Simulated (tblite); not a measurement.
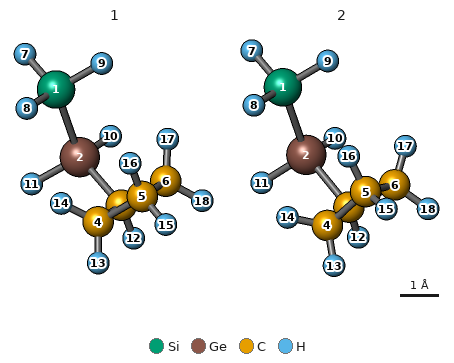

Two geometries of C₄H₁₂GeSi, drawn at one scale. One is the start of a relaxation, the other its converged end. The picture is a ball-and-stick view, seen from a free direction.

The calculation used GFN2-xTB geometry optimisation, gas phase (tblite 0.8.0). 

> Which one is relaxed?

Structure 2 is the relaxed one. Over 79 geometry steps the energy falls by 6.01 kcal/mol. An H atom moves most after the best rigid fit: 0.49 Å. Largest moves by element: H 0.49 Å, C 0.17 Å, Si 0.11 Å, Ge 0.08 Å. Some distances before and after: C–Ge 1.942 → 1.989 Å, Ge–H 1.559 → 1.516 Å, C–H 1.117 → 1.092 Å, Ge–Si 2.323 → 2.341 Å. Among the angles between lasting bonds that change: H–Ge–H 109.3° → 101.8°, H–C–H 114.5° → 108.5°, H–C–H 113.6° → 108.5°.
